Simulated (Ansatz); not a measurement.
Input file:

```
crystal:
  periodic: [false, false, false]
  atoms:
    - { symbol: C, position_ang: [-1.2213, 0.7184, -0.7138] }
    - { symbol: Si, position_ang: [-0.4953, -0.51, 0.3169] }
    - { symbol: Si, position_ang: [1.6322, -0.2566, 0.7994] }
    - { symbol: S, position_ang: [1.0957, -1.5505, -0.7728] }
    - { symbol: H, position_ang: [-0.5362, 1.3711, -1.2779] }
    - { symbol: H, position_ang: [-1.886, 1.4614, -0.132] }
    - { symbol: H, position_ang: [-1.899, 0.3194, -1.4764] }
    - { symbol: H, position_ang: [-1.3199, -1.4415, 1.0564] }
    - { symbol: H, position_ang: [2.2856, -1.0467, 1.9419] }
    - { symbol: H, position_ang: [1.98481, -1.94703, -1.75088] }
basis:
  gaussian: { orbitals: "6-31G*" }
hamiltonian:
  xc: pbe0
  dispersion: d4
relax:
  f_tol: 0.02
  max_steps: 50
output:
  orbitals: {}
```

Launched as:

```sh
ansatz run input.yaml --threads 2 --pin off --max-ram 3072MiB --backend cpu --events-out ev --progress --plain --runs-dir out
```

The fields are those of the relaxed geometry.

Method: Ansatz 0.2.0, RKS PBE0-D4/6-31G*.

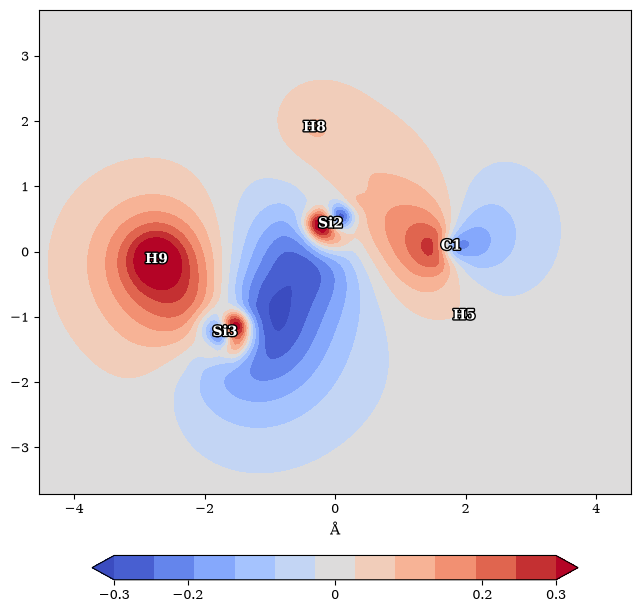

CH6SSi2. The HOMO−1 on the plane of atoms C1, Si2 and H8 (values in Å⁻³ᐟ²; the overall sign is arbitrary).

Q: What is the character of this orbital?

A: By Hirshfeld shares it lies mainly on Si3 (about 40 %), S4 (about 20 %), Si2 (about 20 %) and H9 (about 10 %). Its energy is −7.32 eV.
